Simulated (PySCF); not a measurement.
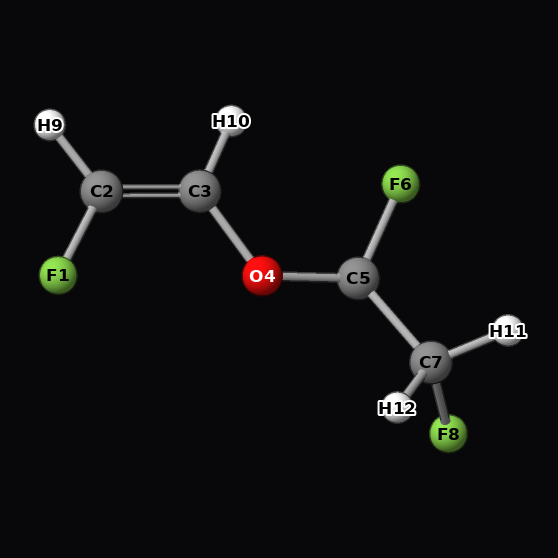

The questions are on Mulliken spin populations. The species is neutral and a spin doublet. The computed structure is the end point of a GFN2-xTB optimisation. No frequency run is at hand to confirm it as a minimum. Method: UKS B3LYP, pcH-1 on C F H O, non-relativistic (PySCF 2.14.0).

> Which atom carries the largest spin population?

C5 (0.78 e).

> Which atom has the lowest spin population?

C3 (−0.07 e); a negative value comes from spin polarisation.

Give the Mulliken spin populations atom by atom.

```tsv
atom	value (e)
F1	0.01
C2	0.12
C3	−0.07
O4	0.08
C5	0.78
F6	0.05
C7	−0.02
F8	0.02
H9	−0.01
H10	0.00
H11	0.02
H12	0.01
```

Mulliken values depend strongly on the basis set.
